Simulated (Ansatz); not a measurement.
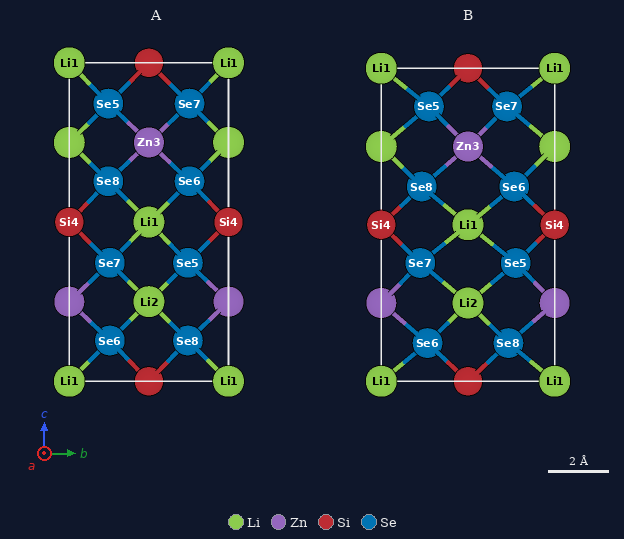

Two geometries of crystalline Li₂ZnSiSe₄ (built on the kesterite type), drawn at one scale. One is the start of a relaxation, the other its converged end. Style: ball-and-stick. Shown: the conventional cell (2 times the calculation's cell), along the a axis. Lengths and directions refer to the drawn axes.

All numbers below come from DFT, PBEsol, plane waves, PAW in Ansatz 0.2.0. Settings: plane-wave cutoff 420 eV; k-point mesh 6 × 6 × 6; occupations fermi dirac; smearing width 0.03 eV; no spin polarisation; cell and atoms relaxed; force threshold 0.01 eV/Å; at most 120 steps.

Question: Which one is relaxed?

Answer: Structure B is the relaxed one. The largest moves relative to the cell, 0.20 Å, are those of Se5, Se6, Se7 and Se8. Se6 goes roughly along [3 1 −1]. Si and Li and Zn stay in place. The volume changes by +16.5 %, with a = b 5.351 → 5.826 Å (+8.9 %), c 10.702 → 10.519 Å (−1.7 %). Among the contacts that change: Li1–Se5 2.336 → 2.575 Å, Li2–Se5 2.268 → 2.494 Å, Zn3–Se5 2.330 → 2.438 Å, Si4–Se5 2.336 → 2.284 Å. Bond angles that change, for instance: Se5–Li1–Se7 108.2° → 120.1°, Li1–Se5–Li2 110.5° → 101.4°, Li1–Se5–Si4 108.2° → 115.8°. The space group stays I-4 (No. 82). Over 5 accepted moves (6 points after the start) the energy falls by 114 meV per atom. The largest force component goes from 0.95 to 0.0074 eV/Å. Pressure: 6.67 GPa at the start and 0.02 GPa at the end. At 1 point the geometry stayed and the basis and grid were re-selected for the new cell (energy shift of 0.8 meV per atom at most each time).
